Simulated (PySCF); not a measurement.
## GaPH₆: geometry relaxation (part 3 of 4)

The same run, continued: GaPH₆; BHLYP/LANL2DZ, RKS, dispersion D3(0), core potentials lanl2dz (PySCF 2.14.0). The atoms were displaced at random from an optimised geometry.

Geometry of the input (Å):
```
P  -0.5007  -0.0422  -0.8458
Ga 0.8330  0.0201  1.4412
H  -1.9643  0.0075  -0.8638
H  -0.4892  -0.9918  -1.8447
H  -0.3132  1.0761  -1.7624
H  0.2188  1.4283  1.7568
H  2.2154  -0.1296  0.6914
H  0.0791  -1.4050  1.8409
```

**What the program printed, continued**
```
Geometry optimization cycle 22
Cartesian coordinates (Angstrom)
 Atom        New coordinates             dX        dY        dZ
   P  -0.577358   0.013249  -0.942575    0.000110  0.000054 -0.000045
  Ga   0.792193  -0.029166   1.374871    0.000078 -0.000044  0.000021
   H  -1.993057   0.077040  -0.889978    0.000121  0.000149  0.000227
   H  -0.433169  -1.081213  -1.832734   -0.000174 -0.000062  0.000038
   H  -0.336602   1.076091  -1.850005   -0.000038 -0.000089 -0.000256
   H   0.263148   1.360531   1.906859   -0.000104 -0.000115  0.000035
   H   2.227262  -0.099055   0.719204    0.000167  0.000094  0.000219
   H   0.141306  -1.356803   1.929731    0.000022 -0.000095 -0.000169
converged SCF energy = -12.0300311792733
--------------- RKS_Scanner gradients ---------------
         x                y                z
0 P     0.0000025435     0.0000022038    -0.0000015282
1 Ga    -0.0000083121    -0.0000010061     0.0000020686
2 H    -0.0000004793    -0.0000002205     0.0000005259
3 H     0.0000005569     0.0000007659     0.0000024250
4 H     0.0000003735     0.0000000145     0.0000007460
5 H     0.0000008545     0.0000015526    -0.0000032215
6 H    -0.0000001296    -0.0000011642    -0.0000021132
7 H     0.0000039944    -0.0000017962     0.0000008649
----------------------------------------------
cycle 22: E = -12.0300311793  dE = -4.98681e-09  norm(grad) = 1.16343e-05
Step   21 : Displace = 2.129e-04/2.972e-04 (rms/max) Trust = 3.000e-01 (=) Grad = 4.113e-06/8.625e-06 (rms/max) E (change) = -12.0300311793 (-4.987e-09) Quality = 1.739
Hessian Eigenvalues: 5.05460e-04 1.11447e-02 1.19540e-02 ... 1.86497e-01 1.89910e-01 2.52773e-01

Geometry optimization cycle 23
Cartesian coordinates (Angstrom)
 Atom        New coordinates             dX        dY        dZ
   P  -0.577292   0.013273  -0.942607    0.000066  0.000024 -0.000033
  Ga   0.792279  -0.029184   1.374885    0.000086 -0.000018  0.000014
   H  -1.992982   0.077142  -0.889837    0.000075  0.000102  0.000142
   H  -0.433303  -1.081277  -1.832703   -0.000134 -0.000063  0.000031
   H  -0.336627   1.076005  -1.850195   -0.000025 -0.000086 -0.000190
   H   0.263113   1.360433   1.906969   -0.000035 -0.000099  0.000111
   H   2.227415  -0.098967   0.719374    0.000153  0.000088  0.000170
   H   0.141300  -1.356857   1.929554   -0.000006 -0.000054 -0.000177
converged SCF energy = -12.0300311826533
--------------- RKS_Scanner gradients ---------------
         x                y                z
0 P     0.0000029109     0.0000035425     0.0000017830
1 Ga    -0.0000040948    -0.0000024878     0.0000014409
2 H    -0.0000004476    -0.0000001607    -0.0000002959
3 H    -0.0000001202    -0.0000003075    -0.0000000891
4 H    -0.0000008206    -0.0000007407    -0.0000008742
5 H     0.0000000632     0.0000009975    -0.0000020097
6 H    -0.0000001692    -0.0000002029    -0.0000009815
7 H     0.0000020828    -0.0000002901     0.0000007934
----------------------------------------------
cycle 23: E = -12.0300311827  dE = -3.37997e-09  norm(grad) = 7.92303e-06
Step   22 : Displace = 1.680e-04/2.406e-04 (rms/max) Trust = 3.000e-01 (=) Grad = 2.801e-06/5.003e-06 (rms/max) E (change) = -12.0300311827 (-3.380e-09) Quality = 2.124
Hessian Eigenvalues: 4.99520e-04 1.09040e-02 1.19483e-02 ... 1.86450e-01 1.89928e-01 2.54628e-01

Geometry optimization cycle 24
Cartesian coordinates (Angstrom)
 Atom        New coordinates             dX        dY        dZ
   P  -0.577271   0.013269  -0.942618    0.000021 -0.000004 -0.000011
  Ga   0.792330  -0.029184   1.374886    0.000051 -0.000000  0.000001
   H  -1.992956   0.077181  -0.889781    0.000027  0.000039  0.000055
   H  -0.433359  -1.081317  -1.832683   -0.000055 -0.000040  0.000019
   H  -0.336622   1.075960  -1.850259    0.000005 -0.000045 -0.000065
   H   0.263123   1.360382   1.907061    0.000010 -0.000051  0.000092
   H   2.227495  -0.098923   0.719443    0.000080  0.000045  0.000069
   H   0.141291  -1.356878   1.929443   -0.000008 -0.000021 -0.000111
converged SCF energy = -12.0300311840824
--------------- RKS_Scanner gradients ---------------
         x                y                z
0 P     0.0000012729     0.0000017645     0.0000019575
1 Ga    -0.0000009493    -0.0000012218     0.0000002464
2 H    -0.0000002488    -0.0000000101    -0.0000005250
3 H    -0.0000002485    -0.0000004778    -0.0000007881
4 H    -0.0000005718    -0.0000004676    -0.0000008312
5 H    -0.0000001495     0.0000003489    -0.0000005506
6 H    -0.0000001282     0.0000001026    -0.0000001179
7 H     0.0000004292     0.0000003117     0.0000003760
----------------------------------------------
cycle 24: E = -12.0300311841  dE = -1.42905e-09  norm(grad) = 3.79691e-06
Step   23 : Displace = 8.092e-05/1.126e-04 (rms/max) Trust = 3.000e-01 (=) Grad = 1.342e-06/2.927e-06 (rms/max) E (change) = -12.0300311841 (-1.429e-09) Quality = 2.818
Hessian Eigenvalues: 5.01980e-04 1.08495e-02 1.19532e-02 ... 1.86469e-01 1.89924e-01 2.54702e-01

Geometry optimization cycle 25
Cartesian coordinates (Angstrom)
 Atom        New coordinates             dX        dY        dZ
   P  -0.577264   0.013262  -0.942617    0.000007 -0.000007  0.000001
  Ga   0.792351  -0.029187   1.374883    0.000020 -0.000003 -0.000003
   H  -1.992947   0.077178  -0.889760    0.000009 -0.000003  0.000021
   H  -0.433359  -1.081326  -1.832678   -0.000001 -0.000009  0.000005
   H  -0.336618   1.075955  -1.850256    0.000004 -0.000005  0.000003
   H   0.263143   1.360366   1.907092    0.000020 -0.000016  0.000031
   H   2.227521  -0.098922   0.719454    0.000026  0.000001  0.000011
   H   0.141291  -1.356886   1.929407   -0.000001 -0.000009 -0.000037
converged SCF energy = -12.0300311844594
--------------- RKS_Scanner gradients ---------------
         x                y                z
0 P     0.0000001668     0.0000003528     0.0000007012
1 Ga    -0.0000000298    -0.0000001181    -0.0000001449
2 H    -0.0000000651     0.0000000510    -0.0000002712
3 H    -0.0000001378    -0.0000002048    -0.0000003683
4 H    -0.0000001605    -0.0000001539    -0.0000003204
5 H    -0.0000001168     0.0000001087    -0.0000000482
6 H    -0.0000000973     0.0000000612     0.0000001091
7 H    -0.0000001530     0.0000002539     0.0000001103
----------------------------------------------
cycle 25: E = -12.0300311845  dE = -3.77016e-10  norm(grad) = 1.12328e-06
```

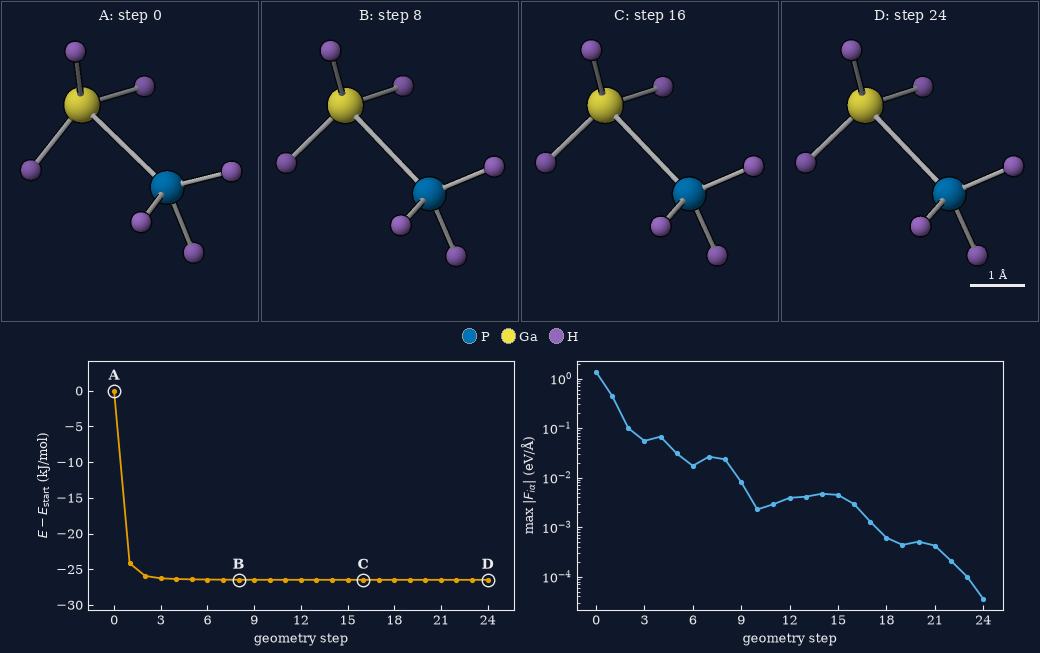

Fig. 1: Frames of the relaxation (ball-and-stick view, seen at a tilt) above the curves, on which the letters mark them (steps are counted from 0).

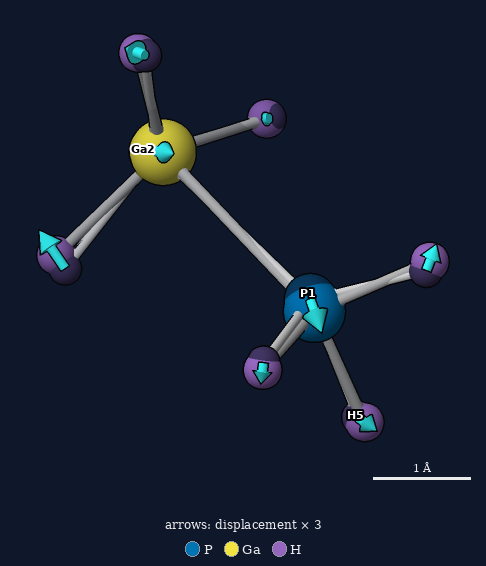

Fig. 2: Start (faint) and end (solid) with the displacements as teal arrows, magnified 3 times (ball-and-stick view, seen at a tilt). The two geometries are laid on each other by the best rigid fit. The atom that moves furthest after the best rigid fit is H6 (0.17 Å). By element the largest moves are H 0.17 Å, P 0.14 Å, Ga 0.09 Å. Among the contacts that change: Ga2–H8 1.661 → 1.579 Å, P1–H3 1.465 → 1.418 Å, P1–Ga2 2.648 → 2.692 Å, P1–H4 1.378 → 1.418 Å. Among the angles that change: Ga2–P1–H4 129.6° → 118.5°, P1–Ga2–H8 87.7° → 96.1°, H3–P1–H4 91.3° → 99.2°. The energy falls by 26.5 kJ/mol in 24 geometry steps. Largest force component: 1.4 eV/Å at the start, under 0.0001 eV/Å at the end. (Atoms are counted from 1 in the order of the input.)

```
Step   24 : Displace = 1.942e-05/3.900e-05 (rms/max) Trust = 3.000e-01 (=) Grad = 3.971e-07/8.024e-07 (rms/max) E (change) = -12.0300311845 (-3.770e-10) Quality = 5.043
Hessian Eigenvalues: 5.01980e-04 1.08495e-02 1.19532e-02 ... 1.86469e-01 1.89924e-01 2.54702e-01
Converged! =D

converged: True
P          -0.57726379        0.01326199       -0.94261673
Ga          0.79235064       -0.02918684        1.37488348
H          -1.99294674        0.07717804       -0.88976030
H          -0.43335935       -1.08132579       -1.83267826
H          -0.33661829        1.07595540       -1.85025645
H           0.26314337        1.36036604        1.90709232
H           2.22752071       -0.09892219        0.71945416
H           0.14129089       -1.35688623        1.92940666
converged SCF energy = -12.0300311844589
total energy: -12.03003118 hartree
```

**Trajectory as extended XYZ (Å, eV, eV/Å), 25 frames, from step=0 to step=24**
```
8
Properties=species:S:1:pos:R:3:forces:R:3 step=0 energy=-327.07936
P    -0.5007   -0.0422   -0.8458   -1.3682   1.3445  -0.7251
Ga    0.8330    0.0201    1.4412   -0.5184  -1.1495  -0.3649
H    -1.9643    0.0075   -0.8638    0.7540   0.1620   0.3837
H    -0.4892   -0.9918   -1.8447    0.4562  -0.9999  -0.5764
H    -0.3132    1.0761   -1.7624   -0.0130  -0.3834   0.5543
H     0.2188    1.4283    1.7568    0.0664   0.0567   0.3026
H     2.2154   -0.1296    0.6914    0.1260   0.1018   0.2553
H     0.0791   -1.4050    1.8409    0.4969   0.8678   0.1705
8
Properties=species:S:1:pos:R:3:forces:R:3 step=1 energy=-327.32978
P    -0.5573   -0.0302   -0.9302   -0.2684   0.1005  -0.4467
Ga    0.8055   -0.0109    1.4097    0.0259  -0.2177  -0.1800
H    -1.9769    0.0520   -0.8852    0.0352  -0.0318   0.1444
H    -0.4766   -1.0452   -1.9295    0.1188   0.0063   0.2018
H    -0.3592    1.0826   -1.7943    0.0950   0.0026   0.0698
H     0.2547    1.3973    1.8491   -0.0076   0.0209   0.0518
H     2.2379   -0.1362    0.7590    0.0388   0.0825   0.0307
H     0.1505   -1.3459    1.9348   -0.0375   0.0367   0.1282
8
Properties=species:S:1:pos:R:3:forces:R:3 step=2 energy=-327.34818
P    -0.5744   -0.0192   -0.9551   -0.0224   0.0349  -0.0878
Ga    0.7948   -0.0274    1.3917    0.0894  -0.0509  -0.0721
H    -1.9892    0.0532   -0.8816   -0.0131  -0.0168   0.0256
H    -0.4625   -1.0537   -1.9247    0.0315   0.0203   0.1001
H    -0.3550    1.0933   -1.8088    0.0222   0.0020   0.0098
H     0.2702    1.3852    1.8601   -0.0445  -0.0029   0.0046
H     2.2418   -0.1217    0.7652   -0.0061   0.0190  -0.0190
H     0.1531   -1.3462    1.9665   -0.0569  -0.0055   0.0390
8
Properties=species:S:1:pos:R:3:forces:R:3 step=3 energy=-327.35163
P    -0.5751   -0.0096   -0.9556    0.0214   0.0290   0.0553
Ga    0.7946   -0.0320    1.3827    0.0305  -0.0269  -0.0463
H    -1.9894    0.0533   -0.8736   -0.0045  -0.0042  -0.0173
H    -0.4473   -1.0569   -1.9036    0.0060  -0.0039   0.0165
H    -0.3488    1.0991   -1.8105   -0.0085  -0.0059  -0.0142
H     0.2604    1.3773    1.8559   -0.0118  -0.0077   0.0051
H     2.2385   -0.1223    0.7480   -0.0100   0.0115  -0.0048
H     0.1460   -1.3454    1.9701   -0.0230   0.0081   0.0057
8
Properties=species:S:1:pos:R:3:forces:R:3 step=4 energy=-327.35262
P    -0.5739   -0.0034   -0.9513    0.0179   0.0223   0.0673
Ga    0.7946   -0.0342    1.3771   -0.0037  -0.0063  -0.0245
H    -1.9885    0.0533   -0.8723   -0.0029   0.0001  -0.0202
H    -0.4374   -1.0590   -1.8869    0.0016  -0.0126  -0.0105
H    -0.3475    1.0997   -1.8130   -0.0111  -0.0073  -0.0164
H     0.2576    1.3721    1.8569    0.0034  -0.0027   0.0091
H     2.2353   -0.1209    0.7366   -0.0011   0.0029   0.0003
H     0.1390   -1.3442    1.9665   -0.0042   0.0038  -0.0051
8
Properties=species:S:1:pos:R:3:forces:R:3 step=5 energy=-327.35315
P    -0.5732    0.0018   -0.9462    0.0003   0.0118   0.0308
Ga    0.7941   -0.0348    1.3728   -0.0172   0.0113   0.0009
H    -1.9886    0.0531   -0.8749    0.0009   0.0007  -0.0108
H    -0.4295   -1.0614   -1.8724    0.0020  -0.0103  -0.0099
H    -0.3487    1.0975   -1.8178   -0.0054  -0.0054  -0.0099
H     0.2598    1.3689    1.8640    0.0097  -0.0008   0.0076
H     2.2329   -0.1187    0.7284    0.0024  -0.0048   0.0013
H     0.1325   -1.3432    1.9597    0.0073  -0.0026  -0.0100
8
Properties=species:S:1:pos:R:3:forces:R:3 step=6 energy=-327.35342
P    -0.5737    0.0054   -0.9431   -0.0100   0.0047  -0.0063
Ga    0.7933   -0.0336    1.3711   -0.0146   0.0173   0.0161
H    -1.9896    0.0528   -0.8791    0.0012   0.0003  -0.0011
H    -0.4245   -1.0638   -1.8623    0.0032  -0.0047   0.0003
H    -0.3508    1.0944   -1.8236    0.0000  -0.0027  -0.0027
H     0.2647    1.3680    1.8742    0.0088  -0.0003   0.0032
H     2.2312   -0.1171    0.7245    0.0020  -0.0072  -0.0002
H     0.1287   -1.3429    1.9522    0.0093  -0.0073  -0.0092
8
Properties=species:S:1:pos:R:3:forces:R:3 step=7 energy=-327.35361
P    -0.5750    0.0087   -0.9416   -0.0124   0.0007  -0.0266
Ga    0.7925   -0.0313    1.3711   -0.0068   0.0129   0.0209
H    -1.9913    0.0526   -0.8838    0.0008  -0.0001   0.0047
H    -0.4203   -1.0666   -1.8534    0.0032   0.0002   0.0083
H    -0.3529    1.0912   -1.8306    0.0030  -0.0006   0.0017
H     0.2706    1.3683    1.8858    0.0047  -0.0001  -0.0011
H     2.2294   -0.1163    0.7222    0.0004  -0.0055  -0.0021
H     0.1267   -1.3435    1.9442    0.0070  -0.0077  -0.0057
8
Properties=species:S:1:pos:R:3:forces:R:3 step=8 energy=-327.35373
P    -0.5767    0.0117   -0.9416   -0.0074   0.0000  -0.0234
Ga    0.7918   -0.0289    1.3724    0.0005   0.0034   0.0151
H    -1.9932    0.0529   -0.8877   -0.0001   0.0001   0.0047
H    -0.4171   -1.0693   -1.8459    0.0017   0.0020   0.0085
H    -0.3545    1.0886   -1.8372    0.0028   0.0002   0.0022
H     0.2754    1.3690    1.8959    0.0003   0.0002  -0.0029
H     2.2276   -0.1160    0.7206   -0.0007  -0.0015  -0.0025
H     0.1265   -1.3448    1.9377    0.0029  -0.0044  -0.0017
8
Properties=species:S:1:pos:R:3:forces:R:3 step=9 energy=-327.35377
P    -0.5776    0.0132   -0.9423   -0.0017   0.0007  -0.0082
Ga    0.7917   -0.0280    1.3738    0.0025  -0.0021   0.0058
H    -1.9941    0.0535   -0.8892   -0.0003   0.0005   0.0014
H    -0.4160   -1.0707   -1.8425   -0.0001   0.0008   0.0035
H    -0.3546    1.0878   -1.8406    0.0011  -0.0002   0.0004
H     0.2769    1.3693    1.8997   -0.0013   0.0001  -0.0017
H     2.2265   -0.1160    0.7198   -0.0006   0.0010  -0.0014
H     0.1273   -1.3461    1.9354    0.0004  -0.0009   0.0003
8
Properties=species:S:1:pos:R:3:forces:R:3 step=10 energy=-327.35378
P    -0.5778    0.0136   -0.9428    0.0003   0.0008   0.0002
Ga    0.7917   -0.0281    1.3744    0.0017  -0.0023   0.0009
H    -1.9943    0.0543   -0.8894   -0.0002   0.0007  -0.0004
H    -0.4162   -1.0711   -1.8418   -0.0008  -0.0003   0.0002
H    -0.3542    1.0876   -1.8414    0.0003  -0.0005  -0.0006
H     0.2765    1.3692    1.8999   -0.0011  -0.0001  -0.0003
H     2.2262   -0.1157    0.7196   -0.0002   0.0014  -0.0004
H     0.1281   -1.3468    1.9356    0.0000   0.0003   0.0004
8
Properties=species:S:1:pos:R:3:forces:R:3 step=11 energy=-327.35379
P    -0.5778    0.0137   -0.9429    0.0007   0.0003   0.0029
Ga    0.7919   -0.0284    1.3747    0.0007  -0.0011  -0.0011
H    -1.9943    0.0551   -0.8895    0.0000   0.0008  -0.0009
H    -0.4168   -1.0713   -1.8416   -0.0009  -0.0007  -0.0009
H    -0.3536    1.0874   -1.8417    0.0003  -0.0005  -0.0007
H     0.2758    1.3688    1.8997   -0.0007  -0.0003   0.0005
H     2.2262   -0.1152    0.7195    0.0000   0.0011   0.0001
H     0.1288   -1.3473    1.9360    0.0001   0.0004   0.0001
8
Properties=species:S:1:pos:R:3:forces:R:3 step=12 energy=-327.35379
P    -0.5778    0.0138   -0.9430    0.0005  -0.0008   0.0039
Ga    0.7921   -0.0287    1.3751   -0.0007   0.0009  -0.0029
H    -1.9943    0.0568   -0.8898    0.0002   0.0009  -0.0008
H    -0.4180   -1.0719   -1.8411   -0.0009  -0.0008  -0.0014
H    -0.3524    1.0867   -1.8425    0.0005  -0.0003  -0.0005
H     0.2747    1.3681    1.8999   -0.0002  -0.0005   0.0012
H     2.2262   -0.1140    0.7193    0.0003   0.0005   0.0007
H     0.1299   -1.3481    1.9363    0.0003   0.0001  -0.0003
8
Properties=species:S:1:pos:R:3:forces:R:3 step=13 energy=-327.35380
P    -0.5779    0.0139   -0.9430    0.0003  -0.0021   0.0032
Ga    0.7923   -0.0290    1.3755   -0.0022   0.0030  -0.0041
H    -1.9943    0.0598   -0.8904    0.0004   0.0009  -0.0002
H    -0.4201   -1.0731   -1.8400   -0.0007  -0.0006  -0.0011
H    -0.3502    1.0853   -1.8437    0.0008   0.0000   0.0001
H     0.2730    1.3669    1.9008    0.0004  -0.0006   0.0017
H     2.2263   -0.1118    0.7190    0.0006  -0.0002   0.0010
H     0.1317   -1.3494    1.9362    0.0005  -0.0004  -0.0007
8
Properties=species:S:1:pos:R:3:forces:R:3 step=14 energy=-327.35381
P    -0.5781    0.0138   -0.9429    0.0000  -0.0032   0.0009
Ga    0.7926   -0.0293    1.3758   -0.0038   0.0047  -0.0043
H    -1.9944    0.0649   -0.8913    0.0006   0.0007   0.0009
H    -0.4239   -1.0753   -1.8380   -0.0003   0.0000   0.0000
H    -0.3463    1.0826   -1.8457    0.0011   0.0003   0.0009
H     0.2702    1.3648    1.9028    0.0009  -0.0005   0.0015
H     2.2265   -0.1079    0.7187    0.0007  -0.0010   0.0011
H     0.1348   -1.3515    1.9353    0.0009  -0.0011  -0.0010
8
Properties=species:S:1:pos:R:3:forces:R:3 step=15 energy=-327.35381
P    -0.5782    0.0136   -0.9427    0.0002  -0.0029  -0.0016
Ga    0.7927   -0.0294    1.3758   -0.0042   0.0045  -0.0030
H    -1.9943    0.0710   -0.8920    0.0005   0.0005   0.0017
H    -0.4285   -1.0781   -1.8355    0.0000   0.0005   0.0011
H    -0.3414    1.0793   -1.8479    0.0009   0.0004   0.0012
H     0.2670    1.3625    1.9053    0.0009  -0.0003   0.0008
H     2.2267   -0.1033    0.7183    0.0006  -0.0012   0.0008
H     0.1382   -1.3540    1.9335    0.0010  -0.0015  -0.0010
8
Properties=species:S:1:pos:R:3:forces:R:3 step=16 energy=-327.35382
P    -0.5781    0.0133   -0.9425    0.0006  -0.0013  -0.0024
Ga    0.7925   -0.0293    1.3754   -0.0029   0.0022  -0.0009
H    -1.9940    0.0757   -0.8920    0.0002   0.0002   0.0017
H    -0.4320   -1.0805   -1.8334    0.0002   0.0006   0.0013
H    -0.3374    1.0766   -1.8493    0.0003   0.0002   0.0007
H     0.2643    1.3609    1.9072    0.0005   0.0000  -0.0001
H     2.2268   -0.0997    0.7183    0.0003  -0.0008   0.0003
H     0.1408   -1.3559    1.9314    0.0008  -0.0011  -0.0005
```
